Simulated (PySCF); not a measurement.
Si(F)2(Cl)(Br), SMILES F[Si](F)(Cl)Br at its CAM-B3LYP/def2-SVP optimised geometry (Å):

```
5

F     -1.2753    -1.4347    -1.3449
Si    -0.7515    -0.7545     0.0000
F     -1.2697     0.7545     0.0000
Cl     1.2697    -0.7545     0.0000
Br    -1.5798    -1.8103     1.7119
```

Method: PySCF 2.14.0 with CAM-B3LYP/def2-TZVP.

Map of the log10 of the electron density (e/bohr³), floored at −4 on the plane z = 0.6 Å:

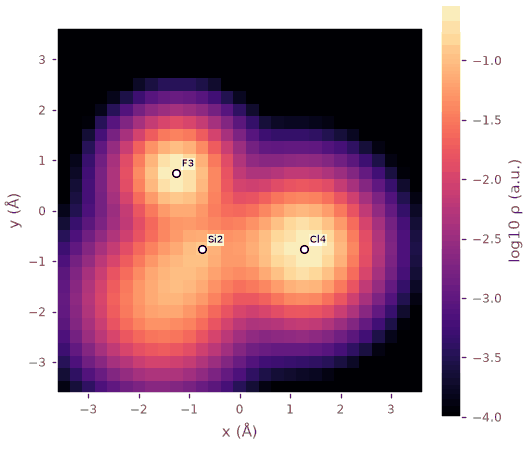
Figure. Log10 of the electron density (e/bohr³), floored at −4 on the plane z = 0.6 Å.
